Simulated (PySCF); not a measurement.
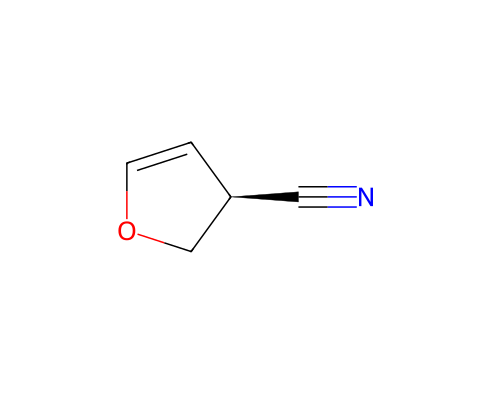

A structural formula.

Question: Give its SMILES.

Answer: N#C[C@@H]1C=COC1

Question: Give the formula, hydrogens included.

Answer: C5H5NO.

Question: An optimisation with GFN2-xTB gave a structure of which point group?

Answer: C1.

The parts below concern this one geometry. Atoms keep their numbers from picture to picture. The geometry was computed by an optimisation with GFN2-xTB. No frequency run is at hand to confirm it as a minimum.

**Geometry**

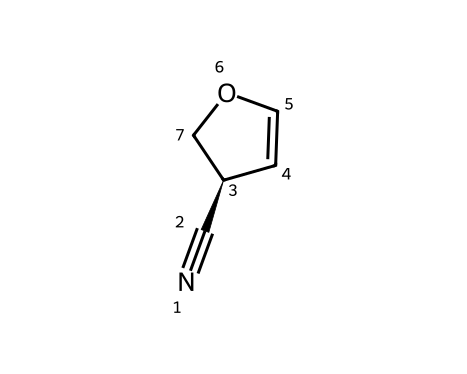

A structural formula, with wedges where it has stereocentres; small numbers name the atoms. The configuration is that of a computed structure (GFN2-xTB).

Question: Give the R/S and E/Z labels.

Answer: C3: S.

**Electronic properties**

No frequency run is at hand to confirm it as a minimum. Properties computed with PBE0/def2-SVPD, gas phase (PySCF 2.14.0). Excitations: vertical, linear response.

Question: What is the mean static polarisability?

Answer: 61.3 bohr³.

Question: Estimate the HOMO energy (Kohn–Sham orbital).

Answer: −7.04 eV.

Question: Estimate the lowest vertical singlet excitation.

Answer: 6.03 eV.

Question: Estimate the LUMO energy (Kohn–Sham orbital).

Answer: −0.10 eV.

**Ring current**

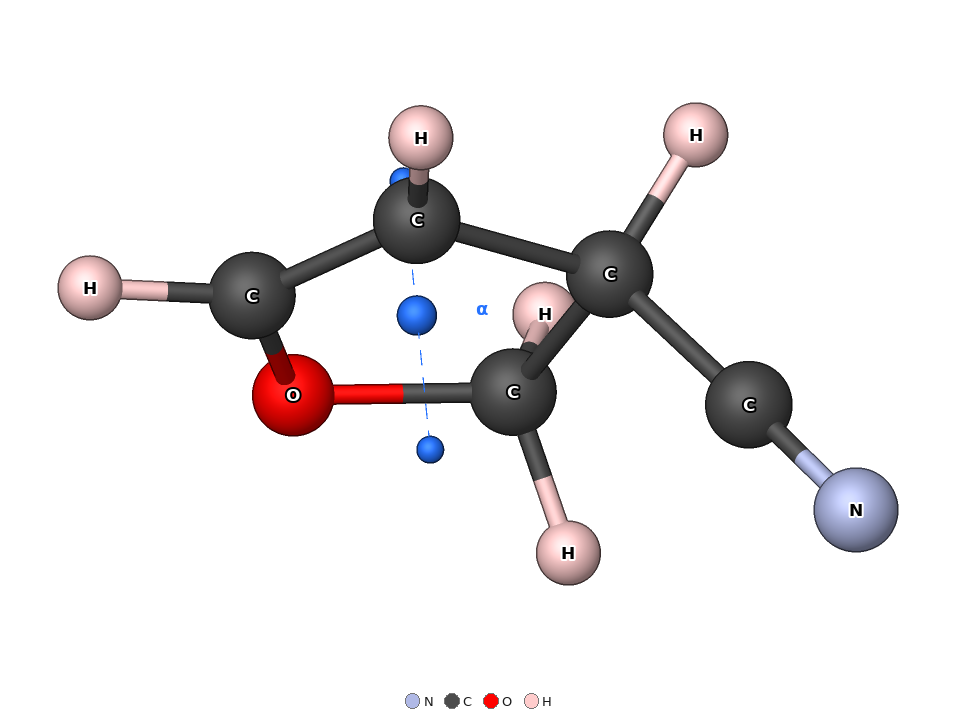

The small points mark where nucleus-independent chemical shifts (NICS) were computed: at the centre of each lettered ring and 1 Å above and below it. No frequency run is at hand to confirm it as a minimum. Method: GIAO PBE0/pcSseg-1 NMR shielding, non-relativistic, gas phase (PySCF 2.14.0).

Give NICS(0), NICS(1) and the out-of-plane component NICS(1)zz for each ring (means of the two sides).

| ring | members | NICS(0) | NICS(1) | NICS(1)zz |
| --- | --- | --- | --- | --- |
| α | C4O | −4.7 | −2.4 | −3.3 |

Values in ppm.

Question: What do the values say about the ring currents?

Answer: Ring α: weak, as in a non-aromatic ring. NICS is one index among several.

**NMR shielding**

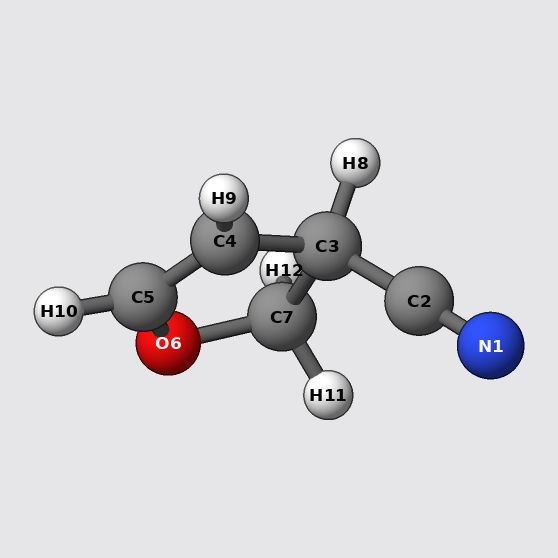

No frequency run is at hand to confirm it as a minimum. Properties computed with GIAO PBE0/pcSseg-1 NMR shielding, non-relativistic, gas phase (PySCF 2.14.0). Principal shieldings σ11 ≤ σ22 ≤ σ33, span Ω = σ33 − σ11, skew κ = 3(σiso − σ22)/Ω.

Give the shielding tensors of the O atoms.

```json
{"atom": "O6", "σ11": "122.9", "σ22": "185.6", "σ33": "294.8", "σiso": "201.1", "Ω": "171.9", "κ": "0.27"}
```

Shieldings and span in ppm.
